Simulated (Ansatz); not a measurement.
**C₃H₆Si (SMILES [SiH3]C1=CC1): density, localisation and related maps**

The calculation's input:

```
crystal:
  periodic: [false, false, false]
  atoms:
    - {symbol: Si, position_ang: [-0.976381, 0.983637, -0.918358]}
    - {symbol: C, position_ang: [0.023983, -0.235175, 0.016319]}
    - {symbol: C, position_ang: [0.356269, -1.448448, 0.329252]}
    - {symbol: C, position_ang: [1.132104, -0.413561, 1.046172]}
    - {symbol: H, position_ang: [-1.944557, 0.290226, -1.805775]}
    - {symbol: H, position_ang: [-1.710982, 1.852497, 0.037506]}
    - {symbol: H, position_ang: [-0.074170, 1.835967, -1.735593]}
    - {symbol: H, position_ang: [0.195984, -2.504021, 0.184017]}
    - {symbol: H, position_ang: [0.918652, -0.203767, 2.094080]}
    - {symbol: H, position_ang: [2.162199, -0.208553, 0.755380]}
basis:
  gaussian: {orbitals: def2-TZVPP}
hamiltonian: {xc: pbe0, dispersion: d4}
output: {orbitals: {seedname: orbitals}}
```

Launched as:

```sh
ansatz run in.yaml --threads 2 --pin off --events-out ev --progress --plain --max-ram 4352MiB
```

Geometry: PBE0-D4/def2-TZVP.

Level of theory: RKS PBE0-D4/def2-TZVPP (Ansatz 0.2.0).

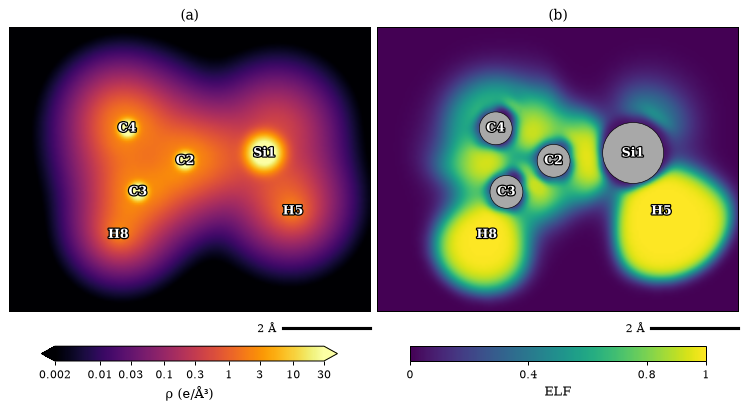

Figure 1. (a) electron density; (b) ELF on the plane of atoms C2, C3 and C4. Grey discs cover the atomic cores in the ELF map.

> Read the bonding off the picture.

The plane passes through Si, C and H nuclei. C–C (1.30 Å): ρ is about 2.4 e/Å³ halfway; the ELF peaks at about 0.85 between the atoms; a multiple bond. C–Si (1.83 Å): the density is about 0.98 e/Å³ at the midpoint; the ELF peaks at about 0.95 between the atoms, as expected for a covalent bond. C–H (1.08 Å): ρ at the midpoint is about 2.1 e/Å³; the ELF climbs to about 1 towards the hydrogen, as it does in any bond to H (an ordinary covalent bond to hydrogen). C–C (1.48 Å): ρ is about 1.7 e/Å³ halfway; the ELF peaks at about 0.85 between the atoms (a covalent bond). Si–H (1.49 Å): ρ is about 0.81 e/Å³ halfway; the ELF climbs to about 1 towards the hydrogen.

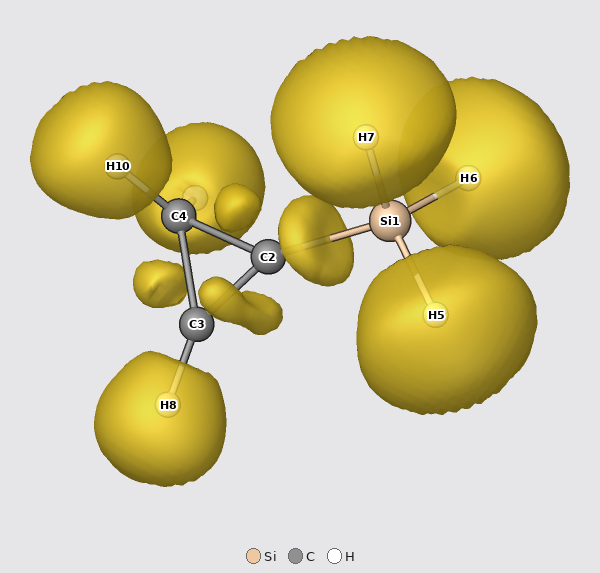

Figure 2. Isosurface of the ELF at 0.85 (yellow), seen at a tilt. Core shells and regions of very low density are left out.

> Where are the electrons localised?

The ELF exceeds this value in three regions between bonded C–C atoms (shared pairs), one region between bonded C–Si atoms (shared pairs) and six regions around hydrogen nuclei.

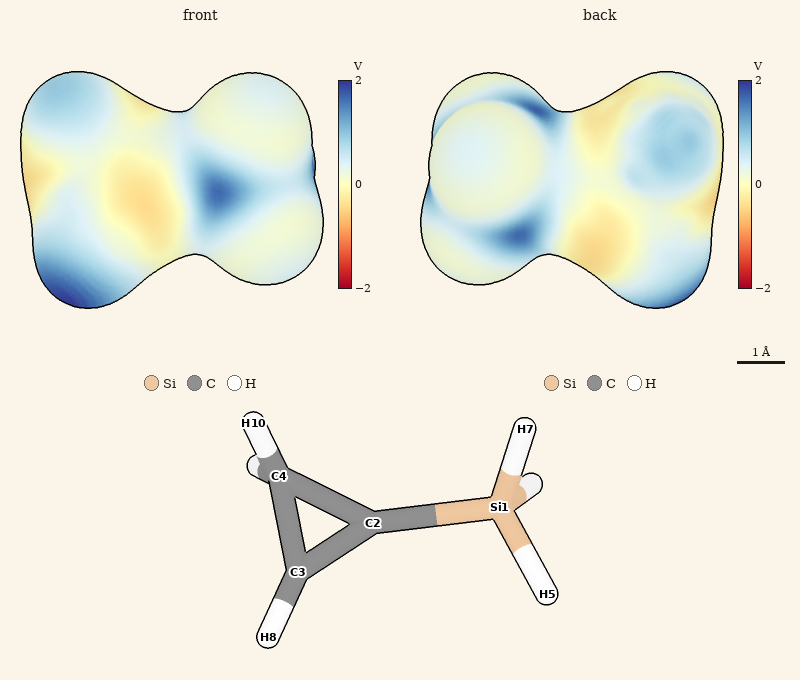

Figure 3. The molecular electrostatic potential painted on the density surface at 0.004 e/bohr³, seen from the front and from behind; the colour scale runs from red (negative) to blue (positive). The bare structure is drawn below in the same view.

> Where is the surface potential most negative and most positive?

The most negative region (about −0.4 V) lies over C2, C3 and C4, the most positive (about +1.9 V) over Si1 and H8.
